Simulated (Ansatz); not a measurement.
# H5NSSn (SMILES [NH2][SnH2][SH]): what the fields show

```yaml
atoms:
  - { symbol: N, position_ang: [-1.1488, 0.4025, -0.7901] }
  - { symbol: Sn, position_ang: [0.5530, 0.3655, 0.3918] }
  - { symbol: S, position_ang: [1.2402, -1.9848, 0.4257] }
  - { symbol: H, position_ang: [-1.6647, 1.2876, -0.7276] }
  - { symbol: H, position_ang: [-0.9536, 0.2253, -1.7816] }
  - { symbol: H, position_ang: [0.0357, 0.9275, 1.9390] }
  - { symbol: H, position_ang: [1.9492, 1.1931, -0.2140] }
  - { symbol: H, position_ang: [-0.0109, -2.4167, 0.7569] }
```

Core potentials replace the inner electrons of Sn.

The calculation used RKS PBE/def2-SVPD (Ansatz).

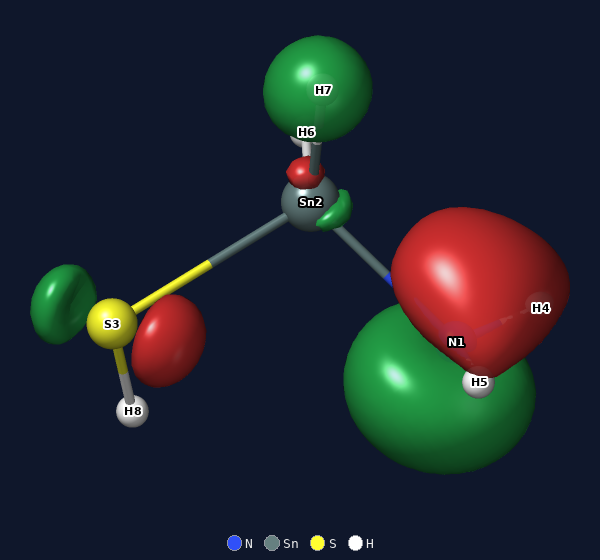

Figure 1. The HOMO−1 at ±0.15 Å⁻³ᐟ² (green and red are the two phases), seen across its widest extent.

**Where does this orbital lie, and at what energy?**

It lies mainly on N1 (about 65 %), Sn2 (about 10 %) and S3 (about 10 %). Its energy is −6.13 eV.

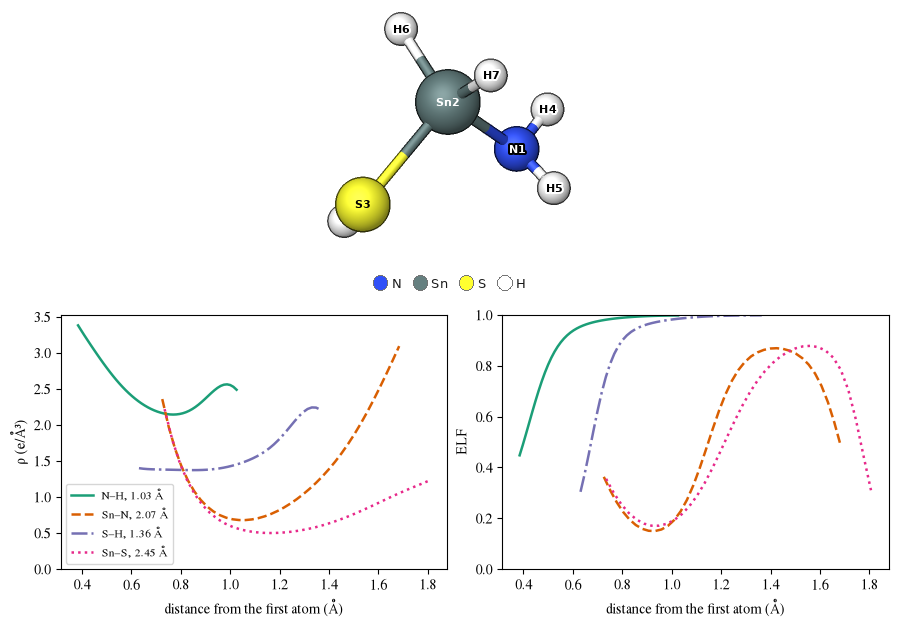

Figure 2. Electron density and ELF along straight lines between neighbouring atoms. The curves leave out the atomic cores. The structure is drawn too.

**What can be read from the curves?**

N–H (1.03 Å): ρ at the midpoint is about 2.7 e/Å³; the ELF climbs to about 1 towards the hydrogen, as it does in any bond to H: an ordinary covalent bond to hydrogen.
Sn–N (2.07 Å): ρ at the midpoint is about 0.68 e/Å³; the ELF peaks at about 0.85 in the valence shell of N, 0.6 Å from its nucleus, and drops to about 0.15 between the two atoms.
S–H (1.36 Å): ρ is about 1.4 e/Å³ halfway; the ELF climbs to about 1 towards the hydrogen.
Sn–S (2.45 Å): the density is about 0.51 e/Å³ at the midpoint; the ELF peaks at about 0.90 in the valence shell of S, 0.9 Å from its nucleus, and drops to about 0.15 between the two atoms.

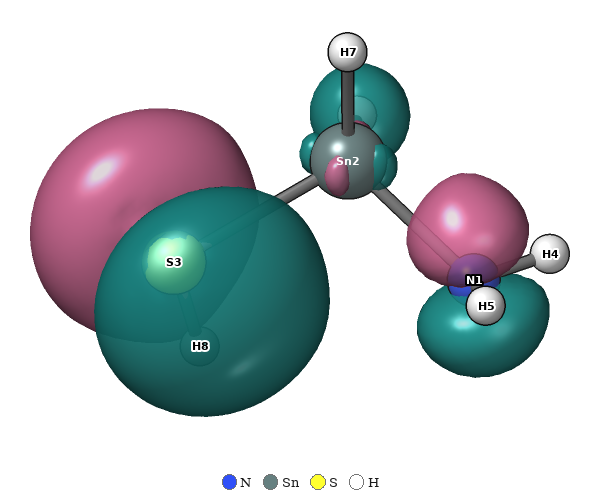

Figure 3. One frontier orbital at ±0.08 Å⁻³ᐟ² (teal and pink are the two phases), seen across its widest extent.

**Which orbital is it: HOMO or LUMO?**

The HOMO, at −6.07 eV. Its weight (Hirshfeld) is mainly on S3 (about 80 %), N1 (about 10 %) and Sn2 (about 5 %); largely a lone pair of S3.
